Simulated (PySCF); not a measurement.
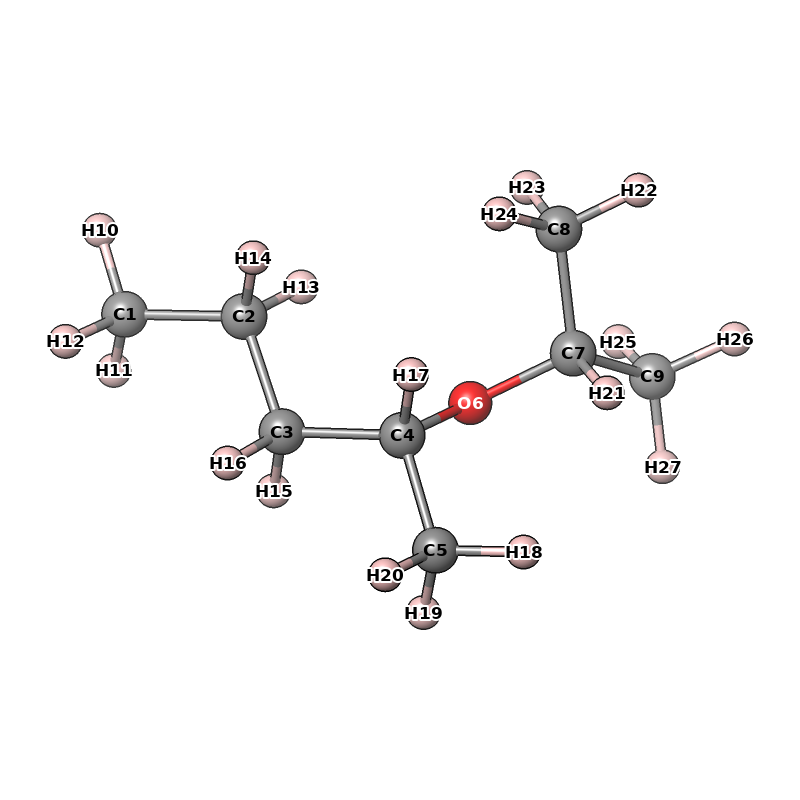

Atoms fade into the background with distance from the viewer. The geometry was computed by an optimisation with PBE0-D3(BJ)/def2-SVP. No frequency run is at hand to confirm it as a minimum.

> Which atoms or bonds are stereogenic?

Centres: C4.

> Assign CIP descriptors.

C4: R (priorities O6 > C3 > C5 > H17).

> Give a SMILES with the stereochemistry.

CCC[C@@H](C)OC(C)C
